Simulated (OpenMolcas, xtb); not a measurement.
## SnHF3 (SMILES [H][Sn]([F])([F])[F]): the dipole moment, rung by rung

SnHF3 has 5 atoms, charge 0, and is taken as a singlet. SMILES: `[H][Sn]([F])([F])[F]`. The shape comes from GFN2-xTB, which is rough for such elements, and wasn't checked as a minimum.

Quantity: the dipole moment, in D. The values are calculated.

```json
{"level": "GFN2-xTB", "kind": "semi-empirical", "program": "xtb", "value (D)": "4.96", "CPU time": "under 2 s"}
{"level": "GFN0-xTB", "kind": "semi-empirical", "program": "xtb", "value (D)": "4.86", "CPU time": "under 2 s"}
{"level": "GFN1-xTB", "kind": "semi-empirical", "program": "xtb", "value (D)": "6.02", "CPU time": "under 2 s"}
{"level": "HF/ANO-RCC-MB (DKH2)", "kind": "Hartree–Fock", "program": "OpenMolcas", "value (D)": "3.79", "CPU time": "4.6 s"}
{"level": "HF/STO-3G", "kind": "Hartree–Fock", "program": "OpenMolcas", "value (D)": "2.35", "CPU time": "2.7 s"}
{"level": "HF/3-21G", "kind": "Hartree–Fock", "program": "OpenMolcas", "value (D)": "4.13", "CPU time": "3.3 s"}
{"level": "HF/def2-SVP (core potential)", "kind": "Hartree–Fock", "program": "OpenMolcas", "value (D)": "4.45", "CPU time": "5 s"}
{"level": "TPSS/def2-SVPD (core potential)", "kind": "meta-GGA", "program": "OpenMolcas", "value (D)": "3.70", "CPU time": "58 s"}
{"level": "B3LYP/3-21G", "kind": "global hybrid", "program": "OpenMolcas", "value (D)": "3.28", "CPU time": "9.4 s"}
{"level": "PBE0/def2-SVP (core potential)", "kind": "global hybrid", "program": "OpenMolcas", "value (D)": "3.86", "CPU time": "16 s"}
```

All-electron rows without a relativistic Hamiltonian named are non-relativistic, while core potentials hold scalar relativity, so basis and relativity change together. The values span 2.35 to 6.02 D. Sets without polarisation functions give poor dipoles. Without the sets that lack polarisation functions the rows with a basis span only 3.70 to 4.45 D. Times are those of the runs behind each value, whatever else they computed, on shared processors of several kinds: orders of magnitude only.

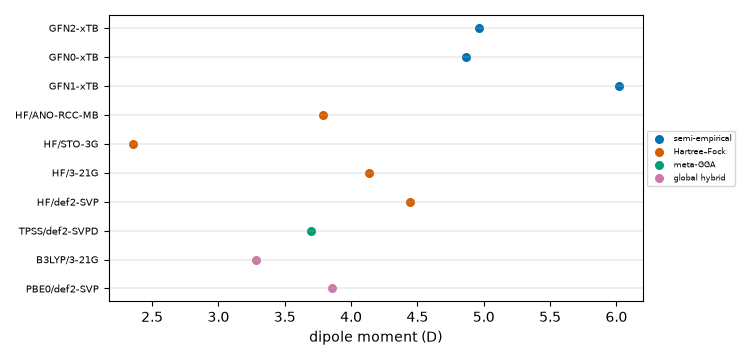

The values of the table, level by level.
